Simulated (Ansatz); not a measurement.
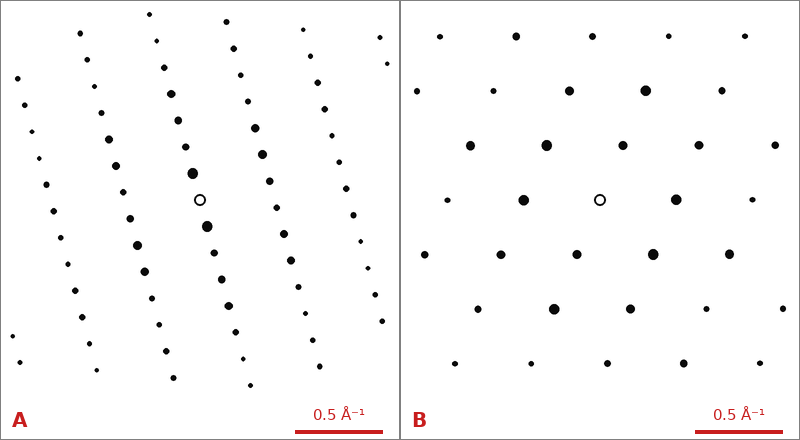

Kinematic electron diffraction patterns (300 kV, B = 0.5 Å², same scale, each along a low-index zone) of two structures of composition WF2, each relaxed at zero pressure with DFT PBE, scalar-relativistic, plane waves, PAW (Ansatz).

The structures (standard cells):
1. P-3m1 (No. 164), a = 2.786 Å, c = 6.336 Å (hexagonal axes), 3 atoms; generated start, possibly hypothetical
2. P4_2/mnm (No. 136), a = 5.879 Å, c = 2.477 Å, 6 atoms; generated start, possibly hypothetical

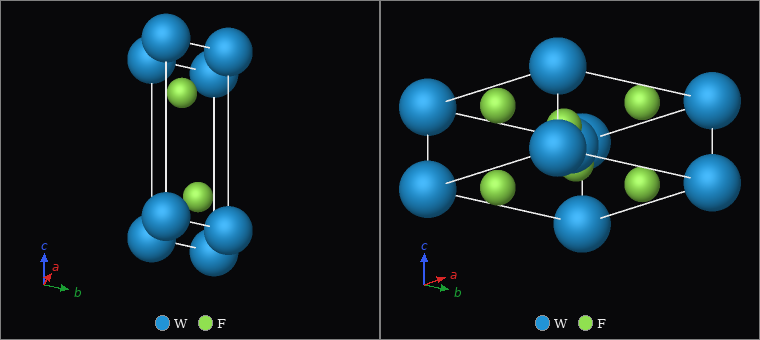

Drawings of the structures 1 to 2, from left to right (each may span several cells).

Which pattern belongs to which structure, and along which zone?

Answer. A is structure 1 along [100] or an equivalent direction: rectangular net of 0 0 1 at d = 6.34 Å and 0 1 0 at d = 2.41 Å, 90.0° apart. B is structure 2 along [100] or an equivalent direction: centred rectangular net of 0 2 0 at d = 2.94 Å and 0 1 1 at d = 2.28 Å, 67.2° apart (some points of this net are extinct or too weak to see).

Rank the structures by their computed energy.

Answer. Structure 1 (P-3m1, 14.19 Å³ an atom) is the lowest of these; structure 2 (P4_2/mnm, 14.27 Å³ an atom) lies about 340 meV an atom higher. These are static energies at 0 K; other structures, not shown, may lie lower still.
